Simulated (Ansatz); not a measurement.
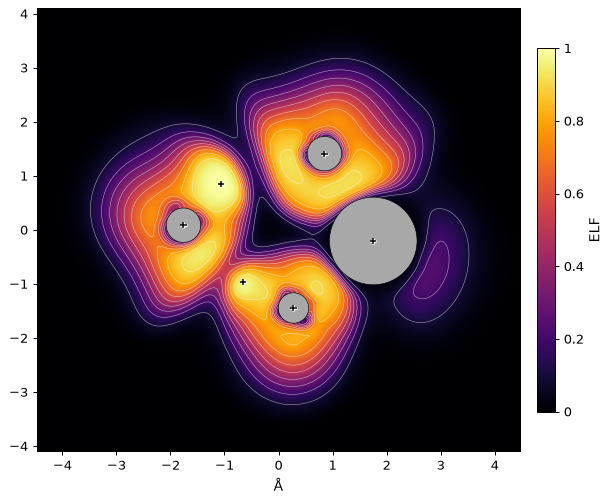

The electron localisation function on a plane through atoms (crosses mark nuclei in the plane; grey discs cover the cores).

These are results of RKS PBE0-D4/def2-TZVPP in Ansatz 0.2.0, not measurements.

Candidates:
A. AlH$_{6}$NO···NH$_{3}$
B. ClHInLi
C. BH$_{6}$NO$_{2}$

Which system is this?

Candidate A: AlH$_{6}$NO···NH$_{3}$ on the plane of atoms Al1, O2 and H7, which holds Al, O, H and N. N8···H7 (1.52 Å): the ELF peaks at about 0.95 between the atoms (by its geometry a hydrogen bond between the two molecules, with no shared pair). Al–N (1.85 Å): the ELF peaks at about 0.90 in the valence shell of N, 0.7 Å from its nucleus, and is about 0.70 at the midpoint.
